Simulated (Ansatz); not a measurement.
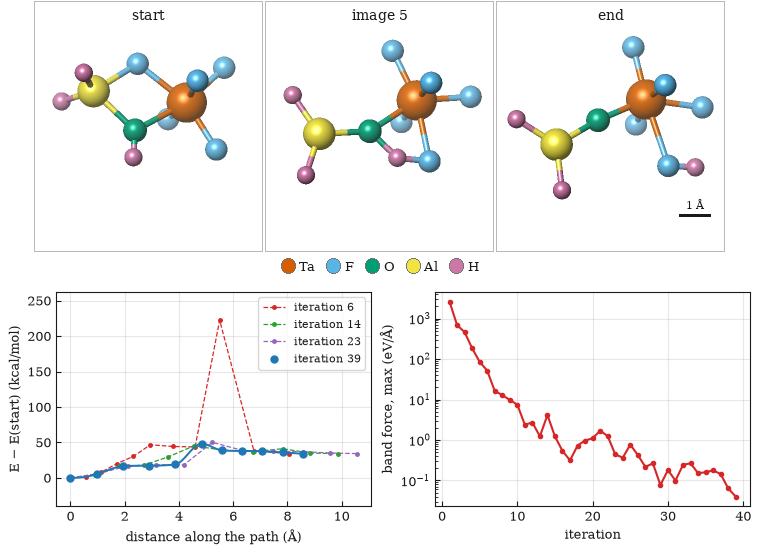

NEB run on TaAlH3OF5. Images are numbered from 0 (start) to 10 (end). The plot follows the band through its iterations. Style: ball-and-stick. Shown at a tilt.

Method: RHF/def2-SVP (Ansatz 0.2.0). Set-up: 9 movable images; climbing image; force threshold 0.05 eV/Å; iteration limit 45; starting path through a guess of the saddle point.

### Did the band converge, and can the barrier be trusted?

The result is final at these settings. The band converged in 39 iterations. The largest component of the band force went from 2600 to 0.04 eV/Å. The climbing image converged on the top of the path. Its vibrational analysis gives one imaginary mode (1253i cm⁻¹), as a transition state must have. The first iteration put the highest image at 7066.1 kcal/mol. Forward barrier 48.3 kcal/mol, backward barrier 14.0 kcal/mol, with image 5 at the top; the reaction energy is +34.3 kcal/mol.

Limits of the set-up: Hartree-Fock leaves out electron correlation.

Cost: 19 min on 4 threads of Intel(R) Xeon(R) Platinum 8259CL CPU @ 2.50GHz (Skylake/Cascade Lake), on a shared host, peak memory 0.59 GiB.
